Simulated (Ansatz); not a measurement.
# Ir: a strain scan, part 2 of 2

The task, for Ir: see how energy and stress answer to the strain pattern (0, 0, 0, 0, 0, 1).

Ansatz 0.2.0; DFT r2SCAN, scalar-relativistic, plane waves, PAW.

## 7. Variant: occupations.method tetrahedron, lower_state_search light, width left out

input.yaml

```yaml
crystal:
  lattice:
    - [2.7513778946, 0.1547650066, 0.0]
    - [-1.24165852, 2.3053806488, 0.0]
    - [0.0, 0.0, 4.46229]
  atoms:
    - { symbol: Ir, position: [0.6666666667, 0.3333333333, 0.75] }
    - { symbol: Ir, position: [0.3333333333, 0.6666666667, 0.25] }
basis:
  ecutwfc: 500
kpoints:
  mp_grid: { grid: [18, 18, 12] }
hamiltonian:
  xc: r2scan
scf:
  occupations: { method: tetrahedron }
  lower_state_search: light
output:
  forces: true
  eigenvalues: true
  stress: true
```

Command:

```bash
> ansatz run input.yaml --threads 1 --pin off --max-ram 2560MiB --backend cpu --events-out ev --progress --plain --runs-dir out
```

Standard output:

```text
Warning: output.forces, output.stress, relax.cell or npt_langevin: where a Kohn–Sham band that disperses or a degenerate level is filled in part under the method tetrahedron, the forces or the stress that this run publishes need not agree with its energy (scf.occupations.method in the input reference, under Limitations); prefer a smearing scheme for the forces or the stress
Warning: RAYON_NUM_THREADS=1 ignored (pool sized by the plan → 1); use --threads N
Engine: ansatz 0.2.0, x86_64-unknown-linux-gnu
Pseudopotentials: kind: paw
Pseudopotential: Ir, paw, valence charge 17, recommended cutoff 500 eV (meta_gga), Ir.paw.azcp
Functional definition: r2SCAN
  parameter k0 = 0.174
  parameter k1 = 0.065
  parameter a1 = 4.9479
  exchange = r2scan_x(k0 = k0, k1 = k1, a1 = a1)
  correlation = r2scan_c
Crystal: 2 atoms, lattice volume = 29.162 Å³
Basis set: ecut = 500 eV, 741 PW (Γ), exchange–correlation on 96×80×144 points (64 copies of the dense FFT grid, shifted against one another)
Bands: 21, of which v1, the nominal top of the filled ones, is band 17 counted from 1 (16 counted from 0)
Symmetry: 4 space group operations
Space group: P21/m (ITA 11), of the structure as read, at distance tolerance 3.1e-5 Å
k-points: 1148 of 3888
Non-local potential: Ir, projectors of the file, l = 0: 3, l = 1: 2, l = 2: 2, l = 3: 1
PAW form: soft (Blöchl's): semilocal exchange-correlation on the pseudo side does not see the compensation charge
PAW frozen core: Ir, regenerated for the run's functional (the file was generated under x = pbe(κ = 0.804, μ = 0.2195149727645171), c = pbe(β = 0.06672455060314922))
PAW one-centre angular grid: Ir, 590 points (default); XC on 160 Gauss nodes
Initial density: superposition of atomic densities (neutral atoms: chi_scale 0, normalization atom), corrected by the library's trained network
Initial wavefunctions: pseudopotential atomic-orbital guess
Functional: x = r2scan, c = r2scan; τ floored in thin density (d = 2e-4 eV/Å³)
SCF iter   1: F=—  HF=-23896.967298 eV  |F-HF|=—  |Δ(HF+E_count)|=         —  Δρ=1.09e-2  dr2=1.03e-2  dr2_τ=5.56e-2  ethr=1.77e-3  ⟨swp⟩=5.2  Hψ=98094  notcnv=0
preconditioner: auto → none  [metal: no gap  n_scr=8 (ndim 8)  ℏωp=29.2 eV  f_vac=0.000  sad-step TF]
SCF iter   2: F=—  HF=-23897.020143 eV  |F-HF|=—  |Δ(HF+E_count)|=   5.28e-2  Δρ=6.64e-3  dr2=4.30e-3  dr2_τ=6.00e-4  ethr=3.02e-5  ⟨swp⟩=2.0  Hψ=48086  notcnv=0  defer=186
SCF iter   3: F=—  HF=-23897.024382 eV  |F-HF|=—  |Δ(HF+E_count)|=   4.24e-3  Δρ=1.37e-3  dr2=5.40e-4  dr2_τ=8.20e-5  ethr=1.26e-5  ⟨swp⟩=2.4  Hψ=39203  notcnv=0  defer=186
SCF iter   4: F=—  HF=-23897.024345 eV  |F-HF|=—  |Δ(HF+E_count)|=   3.67e-5  Δρ=3.43e-4  dr2=2.04e-5  dr2_τ=3.99e-6  ethr=1.59e-6  ⟨swp⟩=2.0  Hψ=38380  notcnv=0  defer=186
SCF iter   5: F=—  HF=-23897.024417 eV  |F-HF|=—  |Δ(HF+E_count)|=   7.16e-5  Δρ=1.96e-4  dr2=9.40e-6  dr2_τ=7.77e-7  ethr=6.00e-8  ⟨swp⟩=2.7  Hψ=39768  notcnv=0  defer=186
SCF iter   6: F=—  HF=-23897.024431 eV  |F-HF|=—  |Δ(HF+E_count)|=   1.48e-5  Δρ=3.36e-5  dr2=2.88e-7  dr2_τ=2.24e-8  ethr=2.76e-8  ⟨swp⟩=2.8  Hψ=40248  notcnv=0  defer=186
SCF iter   7: F=-23897.024432 eV  HF=-23897.024432 eV  |F-HF|=2.23e-8  |Δ(HF+E_count)|=   5.11e-7  Δρ=8.77e-6  dr2=1.62e-8  dr2_τ=1.04e-9  ethr=2.94e-10  ⟨swp⟩=5.0  Hψ=90324  notcnv=0
SCF 1 converged in 7 iterations: F = -23897.024432 eV  dr2 = 1.62e-8
SCF converged after 7 iterations
Stability not checked: this state was not tested for a lower state beside it, because cold or Methfessel-Paxton smearing, or corrected tetrahedra, fill the levels in a way that the test cannot read (fill_not_monotonic; see scf.lower_state_search)
Free energy (F): -23897.024432 eV
Harris-Foulkes:  -23897.024432 eV  (|F-HF|=2.23e-8)
Internal energy: -23897.024350 eV  (E = F + TS)
E sigma→0 (E₀):  -23897.024432 eV
Entropy (-TS):   -0.000082 eV (-0.041 meV/atom)
Fermi energy:    24.730872 eV
--- Per-component energies (eV) ---
  E_band       = -228.488535
  E_kinetic    = 1245.879275
  E_local      = -2212.805108  (includes V_loc(G=0)·N_el)
  E_nonlocal   = 148.112438
  E_hartree    = 847.195298
  E_xc         = -510.152086
  E_vxc        = -666.078323  (∫ρ·V_xc dr)
  E_paw        = -18499.425754  (= ΣΔE_a)
  E_vpaw       = -479.404120  (= ΣTr[D̂ρ^β])
  E_aug_tail   = -0.000028  (compensation charges beyond the density's cutoff)
  E_vtau       = 41.413055  (kinetic-family band-sum trace: ∫τ·v_τ [+ j·A + Jᵃ·Aᵃ] dr)
  E_ewald      = -4915.194597
  E_core_change = -0.633787  (= ΣΔE_core)
  E_smearing   = -0.000082  (= −TS)
  E_closure    = 0.000000  (closes the sum)
  Σ components = -23897.024432   (vs F -23897.024432, Δ=0.00e0)
--- Forces (eV/Å), atoms counted from 1 ---
  atom   1  Ir     0.15861117     0.02053910     0.00000000
  atom   2  Ir    -0.15861117    -0.02053910    -0.00000000
  max |Σ_I F_I| component: 0.00e0 eV/Å
--- Stress (GPa, compression-positive) ---
       -5.112224     -21.367135      -0.000000
      -21.367136       2.315520      -0.000000
       -0.000000      -0.000000      -9.822327
  P = ⅓ Tr σ = -4.2063 GPa (-42.063 kbar)
--- Band table (eV; the first three rows and the last of 1148) ---
  k-point 0: bands = ["-70.1982", "-70.1308", "-26.8603", "-26.2000", "-26.1046", "-26.0908", "-26.0834", "-25.9917", "13.4371", "16.5372", "19.8373", "20.4458", "20.8698", "22.0946", "22.1187", "22.6474", "22.6648", "24.0310", "24.7387", "25.3066", "31.9113"]
  k-point 1: bands = ["-70.1971", "-70.1320", "-26.8477", "-26.1987", "-26.1057", "-26.0935", "-26.0926", "-25.9936", "13.5171", "16.5422", "19.8159", "20.4148", "20.8229", "22.0162", "22.1869", "22.6019", "22.8146", "23.7170", "24.7396", "25.3087", "32.3462"]
  k-point 2: bands = ["-70.1937", "-70.1354", "-26.8107", "-26.1967", "-26.1361", "-26.0978", "-26.0944", "-25.9992", "13.7526", "16.5475", "19.7676", "20.3284", "20.6944", "21.8702", "22.4027", "22.4792", "22.9359", "23.1614", "24.7277", "25.3011", "33.4732"]
  k-point 1147: bands = ["-70.1037", "-70.1037", "-26.8665", "-26.8665", "-26.3407", "-26.3407", "-26.2719", "-26.2719", "17.0295", "17.0295", "18.8370", "18.8370", "22.0819", "22.0819", "24.1119", "24.1119", "25.9354", "25.9354", "27.3508", "27.3508", "33.6556"]
```

Wall time 59 s (1 thread of AMD EPYC 7R43 (Zen 3), shared host); peak memory 0.97 GiB.

| run | ending | energy change | pressure (GPa) | gap (eV) | force (eV/Å) | cycles | time |
| --- | --- | --- | --- | --- | --- | --- | --- |
| step 6 | converged | 0 | -4.1 | 0.00 | 0.16 | 7 | 56 s |
| variant | converged | +0.9 meV/atom (σ→0) | -4.2 | 0.00 | 0.16 | 7 | 59 s |

Changing the smearing and search for lower states moves the energy by +0.9 meV/atom (σ→0 values).

## 8. ε = -0.0750

input.yaml

```yaml
crystal:
  lattice:
    - [2.7513778946, -0.103176671, 0.0]
    - [-1.4650425655, 2.4343514876, 0.0]
    - [0.0, 0.0, 4.46229]
  atoms:
    - { symbol: Ir, position: [0.6666666667, 0.3333333333, 0.75] }
    - { symbol: Ir, position: [0.3333333333, 0.6666666667, 0.25] }
basis:
  ecutwfc: 500
kpoints:
  mp_grid: { grid: [18, 18, 12] }
hamiltonian:
  xc: r2scan
scf:
  occupations: { method: gaussian, width: 0.15 }
output:
  forces: true
  stress: true
  eigenvalues: true
```

Command:

```bash
> ansatz run input.yaml --threads 1 --pin off --max-ram 2560MiB --backend cpu --events-out ev --progress --plain --runs-dir out
```

Standard output:

```text
Warning: RAYON_NUM_THREADS=1 ignored (pool sized by the plan → 1); use --threads N
Engine: ansatz 0.2.0, x86_64-unknown-linux-gnu
Pseudopotentials: kind: paw
Pseudopotential: Ir, paw, valence charge 17, recommended cutoff 500 eV (meta_gga), Ir.paw.azcp
Functional definition: r2SCAN
  parameter k0 = 0.174
  parameter k1 = 0.065
  parameter a1 = 4.9479
  exchange = r2scan_x(k0 = k0, k1 = k1, a1 = a1)
  correlation = r2scan_c
Crystal: 2 atoms, lattice volume = 29.213 Å³
Basis set: ecut = 500 eV, 735 PW (Γ), exchange–correlation on 96×96×144 points (64 copies of the dense FFT grid, shifted against one another)
Bands: 21, of which v1, the nominal top of the filled ones, is band 17 counted from 1 (16 counted from 0)
Symmetry: 4 space group operations
Space group: P21/m (ITA 11), of the structure as read, at distance tolerance 3.1e-5 Å
k-points: 1148 of 3888
Non-local potential: Ir, projectors of the file, l = 0: 3, l = 1: 2, l = 2: 2, l = 3: 1
PAW form: soft (Blöchl's): semilocal exchange-correlation on the pseudo side does not see the compensation charge
PAW frozen core: Ir, regenerated for the run's functional (the file was generated under x = pbe(κ = 0.804, μ = 0.2195149727645171), c = pbe(β = 0.06672455060314922))
PAW one-centre angular grid: Ir, 590 points (default); XC on 160 Gauss nodes
Initial density: superposition of atomic densities (neutral atoms: chi_scale 0, normalization atom), corrected by the library's trained network
Initial wavefunctions: pseudopotential atomic-orbital guess
Functional: x = r2scan, c = r2scan; τ floored in thin density (d = 2e-4 eV/Å³)
SCF iter   1: F=—  HF=-23897.105626 eV  |F-HF|=—  |Δ(HF+E_count)|=         —  Δρ=1.07e-2  dr2=9.57e-3  dr2_τ=5.36e-2  ethr=1.77e-3  ⟨swp⟩=4.9  Hψ=92944  notcnv=0
preconditioner: auto → none  [metal: Δε(μ)=0.002 eV  Ē_g=8.111 eV  σ=0.150 eV  W_gap=0.01  n_scr=8 (ndim 8)  ℏωp=29.1 eV  f_vac=0.000  D(μ)=2.29/eV (n_scr^D=22)  sad-step TF]
SCF iter   2: F=—  HF=-23897.157851 eV  |F-HF|=—  |Δ(HF+E_count)|=   5.22e-2  Δρ=6.50e-3  dr2=4.02e-3  dr2_τ=5.90e-4  ethr=2.82e-5  ⟨swp⟩=2.0  Hψ=43784  notcnv=0
SCF iter   3: F=—  HF=-23897.162391 eV  |F-HF|=—  |Δ(HF+E_count)|=   4.54e-3  Δρ=1.34e-3  dr2=5.18e-4  dr2_τ=7.77e-5  ethr=1.18e-5  ⟨swp⟩=2.0  Hψ=35004  notcnv=0
SCF iter   4: F=—  HF=-23897.162360 eV  |F-HF|=—  |Δ(HF+E_count)|=   3.07e-5  Δρ=3.56e-4  dr2=2.23e-5  dr2_τ=4.14e-6  ethr=1.52e-6  ⟨swp⟩=2.0  Hψ=34275  notcnv=0
SCF iter   5: F=—  HF=-23897.162447 eV  |F-HF|=—  |Δ(HF+E_count)|=   8.66e-5  Δρ=2.13e-4  dr2=1.11e-5  dr2_τ=9.46e-7  ethr=6.57e-8  ⟨swp⟩=2.0  Hψ=34386  notcnv=0
SCF iter   6: F=—  HF=-23897.162468 eV  |F-HF|=—  |Δ(HF+E_count)|=   2.16e-5  Δρ=3.01e-5  dr2=2.21e-7  dr2_τ=1.46e-8  ethr=3.26e-8  ⟨swp⟩=2.0  Hψ=34575  notcnv=0
SCF iter   7: F=-23897.162469 eV  HF=-23897.162469 eV  |F-HF|=1.66e-8  |Δ(HF+E_count)|=   3.91e-7  Δρ=8.23e-6  dr2=1.47e-8  dr2_τ=1.11e-9  ethr=2.94e-10  ⟨swp⟩=5.6  Hψ=100968  notcnv=0
SCF 1 converged in 7 iterations: F = -23897.162469 eV  dr2 = 1.47e-8
SCF converged after 7 iterations
Free energy (F): -23897.162469 eV
Harris-Foulkes:  -23897.162469 eV  (|F-HF|=1.66e-8)
Internal energy: -23897.136877 eV  (E = F + TS)
E sigma→0 (E₀):  -23897.149673 eV
Entropy (-TS):   -0.025592 eV (-12.796 meV/atom)
Fermi energy:    24.685062 eV
--- Per-component energies (eV) ---
  E_band       = -230.197925
  E_kinetic    = 1245.268903
  E_local      = -2211.444214  (includes V_loc(G=0)·N_el)
  E_nonlocal   = 147.939348
  E_hartree    = 845.883667
  E_xc         = -510.013428
  E_vxc        = -665.878407  (∫ρ·V_xc dr)
  E_paw        = -18499.313215  (= ΣΔE_a)
  E_vpaw       = -479.256018  (= ΣTr[D̂ρ^β])
  E_aug_tail   = -0.000025  (compensation charges beyond the density's cutoff)
  E_vtau       = 41.401671  (kinetic-family band-sum trace: ∫τ·v_τ [+ j·A + Jᵃ·Aᵃ] dr)
  E_ewald      = -4914.824127
  E_core_change = -0.633787  (= ΣΔE_core)
  E_smearing   = -0.025592  (= −TS)
  E_closure    = 0.000000  (closes the sum)
  Σ components = -23897.162469   (vs F -23897.162469, Δ=0.00e0)
--- Forces (eV/Å), atoms counted from 1 ---
  atom   1  Ir    -0.09088749     0.00779422     0.00000000
  atom   2  Ir     0.09088749    -0.00779422     0.00000000
  max |Σ_I F_I| component: 8.67e-19 eV/Å
--- Stress (GPa, compression-positive) ---
       -7.149162      14.634320       0.000000
       14.634320      -3.797656       0.000000
        0.000000       0.000000      -9.192692
  P = ⅓ Tr σ = -6.7132 GPa (-67.132 kbar)
--- Band table (eV; the first three rows and the last of 1148) ---
  k-point 0: bands = ["-70.2554", "-70.1885", "-26.9055", "-26.2524", "-26.1902", "-26.1427", "-26.1334", "-26.0775", "13.3949", "16.5069", "20.1398", "20.6678", "20.9164", "21.6611", "22.1303", "22.2305", "22.5012", "23.9885", "24.7738", "25.1499", "31.8594"]
  k-point 1: bands = ["-70.2543", "-70.1896", "-26.8929", "-26.2508", "-26.1887", "-26.1465", "-26.1445", "-26.0794", "13.4749", "16.5120", "20.1139", "20.6349", "20.8720", "21.5934", "22.1867", "22.2192", "22.6264", "23.6729", "24.7727", "25.1501", "32.2939"]
  k-point 2: bands = ["-70.2509", "-70.1930", "-26.8559", "-26.2467", "-26.1915", "-26.1767", "-26.1499", "-26.0850", "13.7103", "16.5173", "20.0561", "20.5430", "20.7504", "21.4703", "22.0675", "22.4522", "22.8626", "22.9739", "24.7563", "25.1376", "33.4196"]
  k-point 1147: bands = ["-70.1883", "-70.1883", "-26.8186", "-26.8186", "-26.3363", "-26.3363", "-26.2316", "-26.2316", "16.8110", "16.8110", "18.6130", "18.6130", "22.9437", "22.9437", "23.5490", "23.5490", "25.4720", "25.4720", "26.5531", "26.5531", "31.8999"]
```

Run time: 60 s. Hardware: 1 thread of AMD EPYC 7R43 (Zen 3), shared host; peak memory 1 GiB.

## 9. Point ε = 0.0375

input.yaml: that of step 8 with these lines changed.

```diff
@@ -2,4 +2,4 @@
   lattice:
-    - [2.7513778946, -0.103176671, 0.0]
-    - [-1.4650425655, 2.4343514876, 0.0]
+    - [2.7513778946, 0.0515883355, 0.0]
+    - [-1.3310121382, 2.3569689844, 0.0]
     - [0.0, 0.0, 4.46229]
@@ -20 +20,5 @@
   eigenvalues: true
+  write_density: true
+  write_potential: true
+  elf: true
+  volumetric_format: npy
```

Command:

```bash
> ansatz run input.yaml --threads 1 --pin off --max-ram 2560MiB --backend cpu --events-out ev --progress --plain --runs-dir out
```

Standard output:

```text
[... 31 lines left out ...]
SCF 1 converged in 7 iterations: F = -23897.236785 eV  dr2 = 1.32e-8
SCF converged after 7 iterations
Free energy (F): -23897.236785 eV
Harris-Foulkes:  -23897.236785 eV  (|F-HF|=1.24e-8)
Internal energy: -23897.211562 eV  (E = F + TS)
E sigma→0 (E₀):  -23897.224173 eV
Entropy (-TS):   -0.025223 eV (-12.612 meV/atom)
Fermi energy:    24.661730 eV
--- Per-component energies (eV) ---
  E_band       = -231.266262
  E_kinetic    = 1244.879893
  E_local      = -2210.571375  (includes V_loc(G=0)·N_el)
  E_nonlocal   = 147.821944
  E_hartree    = 845.060429
  E_xc         = -509.929428
  E_vxc        = -665.756873  (∫ρ·V_xc dr)
  E_paw        = -18499.239220  (= ΣΔE_a)
  E_vpaw       = -479.158558  (= ΣTr[D̂ρ^β])
  E_aug_tail   = -0.000015  (compensation charges beyond the density's cutoff)
  E_vtau       = 41.394327  (kinetic-family band-sum trace: ∫τ·v_τ [+ j·A + Jᵃ·Aᵃ] dr)
  E_ewald      = -4914.600004
  E_core_change = -0.633787  (= ΣΔE_core)
  E_smearing   = -0.025223  (= −TS)
  E_closure    = 0.000000  (closes the sum)
  Σ components = -23897.236785   (vs F -23897.236785, Δ=0.00e0)
--- Forces (eV/Å), atoms counted from 1 ---
  atom   1  Ir     0.03913532     0.00266078     0.00000000
  atom   2  Ir    -0.03913532    -0.00266078     0.00000000
  max |Σ_I F_I| component: 6.94e-18 eV/Å
--- Stress (GPa, compression-positive) ---
       -8.310293      -7.407704       0.000000
       -7.407704      -7.457867       0.000000
        0.000000       0.000000      -9.088674
  P = ⅓ Tr σ = -8.2856 GPa (-82.856 kbar)
--- Band table (eV; the first three rows and the last of 1148) ---
  k-point 0: bands = ["-70.2914", "-70.2248", "-26.9353", "-26.2786", "-26.2484", "-26.1681", "-26.1661", "-26.1361", "13.3694", "16.4879", "20.4740", "20.7310", "21.1527", "21.2346", "21.8406", "22.1852", "22.3674", "23.9620", "24.8308", "25.0178", "31.8273"]
  k-point 1: bands = ["-70.2903", "-70.2259", "-26.9227", "-26.2768", "-26.2465", "-26.1796", "-26.1699", "-26.1380", "13.4494", "16.4930", "20.4422", "20.6945", "21.1118", "21.1839", "21.7983", "22.2788", "22.4780", "23.6456", "24.8288", "25.0166", "32.2615"]
  k-point 2: bands = ["-70.2870", "-70.2293", "-26.8857", "-26.2716", "-26.2416", "-26.2185", "-26.1755", "-26.1437", "13.6848", "16.4983", "20.3727", "20.5926", "20.9996", "21.0825", "21.6825", "22.5273", "22.7491", "22.8872", "24.8104", "25.0005", "33.3864"]
  k-point 1147: bands = ["-70.2115", "-70.2115", "-26.8975", "-26.8975", "-26.3820", "-26.3820", "-26.3651", "-26.3651", "16.9141", "16.9141", "18.7325", "18.7325", "22.3453", "22.3453", "23.8442", "23.8442", "25.6795", "25.6795", "26.8719", "26.8719", "32.7921"]
```

Run time: 80 s. Hardware: 1 thread of AMD EPYC 7R43 (Zen 3), shared host; peak memory 0.99 GiB.

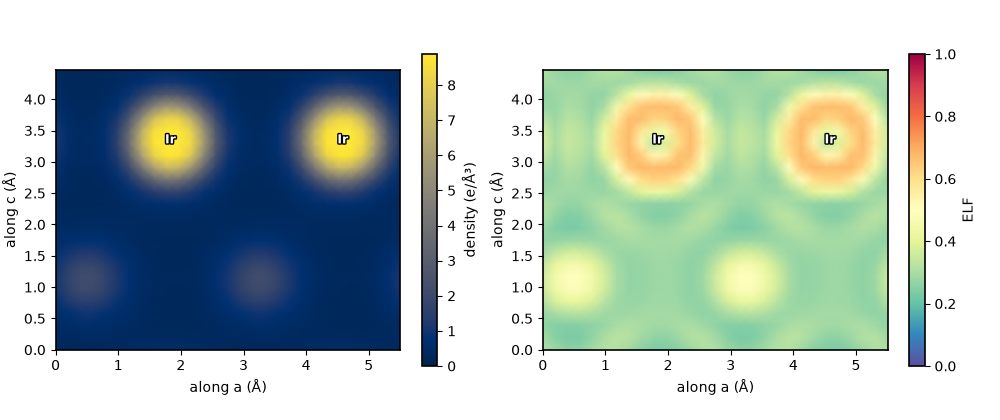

Density (left) and ELF (right) in a lattice plane of the grid's cell (edges 2.75 and 4.46 Å, at 0.333 of the third edge), which holds Ir. Only atoms in the plane are labelled. Both are smooth fields of the valence electrons: close to the nuclei they are not physical.

## 10. The scan collected

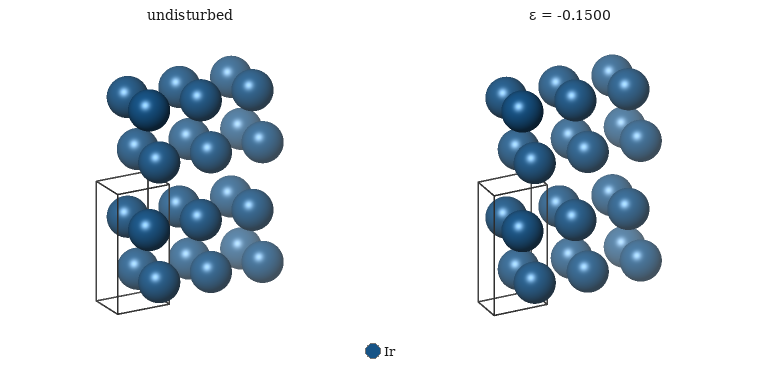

The undisturbed cell and the costliest point of the scan, at one scale, with neighbouring cells.

Collected from the runs (energy zero: the undisturbed cell):

| ε | ΔE (meV/atom) | stress on the pattern (GPa) | pressure (GPa) |
| --- | --- | --- | --- |
| -0.1500 | 194.4 | -26.84 | -0.4 |
| -0.0750 | 49.6 | -14.63 | -6.7 |
| 0.0000 | 0.0 | 0.00 | -8.8 |
| 0.0375 | 12.4 | 7.41 | -8.3 |
| 0.1125 | 111.0 | 21.42 | -4.1 |

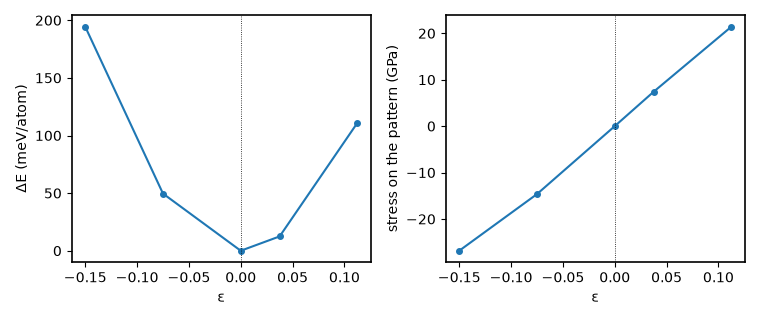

ΔE and stress on the pattern along the scan.

## 11. Outcome

The summary covers parts 1 to 2.

| quantity | value |
| --- | --- |
| slope of the stress at ε = 0, from the points at -0.0750, 0 and 0.0375 | 197 GPa |
| step 5, run with mp_grid.grid [9, 9, 6], occupations.method tetrahedron_uncorrected, width left out (against step 4) | +64.7 meV/atom; the pressure goes from -0.4 to 0.6 GPa; the largest force goes from 0.24 to 0.20 eV/Å |
| step 7, run with occupations.method tetrahedron, lower_state_search light, width left out (against step 6) | +0.9 meV/atom |

What this shows: From the stress slope, C66 is about 197 GPa with the ions clamped; letting the atoms relax could not make it stiffer. The step is wide, so higher orders mix in. The reference stands under -8.8 GPa, so this is no zero-stress constant. No sampled point lies below the undisturbed cell. Spin-orbit coupling is left out for Ir.
